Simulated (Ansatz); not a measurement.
The calculation's input:

```
crystal:
  lattice:
    - [3.78358157, 2.18445184, 3.09014659]
    - [-3.78358157, 2.18445184, 3.09014659]
    - [0.0, -4.36890368, 3.09014659]
  atoms:
    - { symbol: Sb, position: [0.00954608, 0.00954608, 0.00954608] }
    - { symbol: Se, position: [0.51191053, 0.51191053, 0.51191053] }
    - { symbol: Br, position: [0.51262221, 0.01221755, 0.51262221] }
    - { symbol: Br, position: [0.51262221, 0.51262221, 0.01221755] }
    - { symbol: Br, position: [0.01221755, 0.51262221, 0.51262221] }
basis:
  ecutwfc: 420
kpoints:
  mp_grid: { grid: [6, 6, 6] }
hamiltonian:
  xc: pbe
scf:
  occupations: { method: gaussian, width: 0.1 }
output:
  forces: true
  stress: true
  eigenvalues: true
  write_density: true
  write_potential: true
  elf: true
  volumetric_format: npy
relax:
  adjacent_minimum: "off"
  f_tol: 0.01
  max_steps: 80
  cell: { stress_tol: 0.05 }
```

Command:

```sh
ansatz run input.yaml --threads 1 --pin off --max-ram 2560MiB --backend cpu --events-out ev --progress --plain --runs-dir out
```

Below, planes, directions and counts refer to the conventional cell (a = 9.37 Å, b = 9.37 Å, c = 12.31 Å, α = 90.00°, β = 90.00°, γ = 120.00°).

The fields are those of the run's last geometry, not of the input's.

Space group R3m; a structure generated by program, which may or may not match a known phase.

Method: Ansatz 0.2.0, DFT PBE, scalar-relativistic, plane waves, PAW.

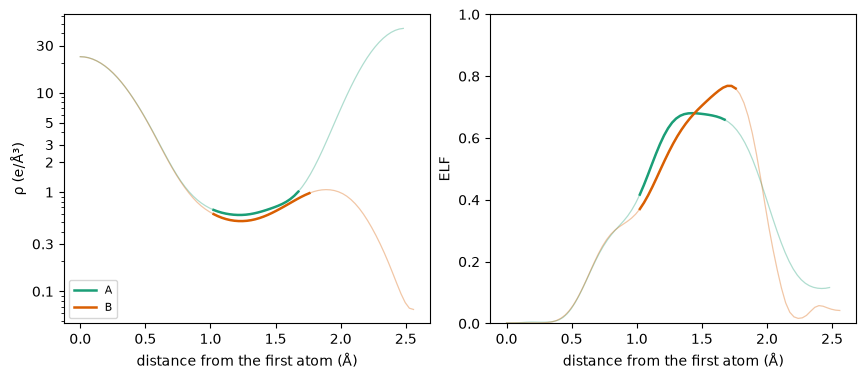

SbSeBr3. Valence electron density and ELF along straight lines between neighbouring atoms. Thin, pale parts lie inside the atomic spheres.

In a PAW calculation such maps are meaningful between the atoms, not at the nuclei.

Q: Which curve belongs to which contact (Sb–Br and Sb–Se)? The first atom named is at distance zero.

A: Curve A: Sb–Se (2.48 Å): the density is about 0.59 e/Å³ at the midpoint; the ELF is about 0.65 at the midpoint. Curve B: Sb–Br (2.56 Å): ρ at the midpoint is about 0.51 e/Å³; the ELF is about 0.60 at the midpoint.
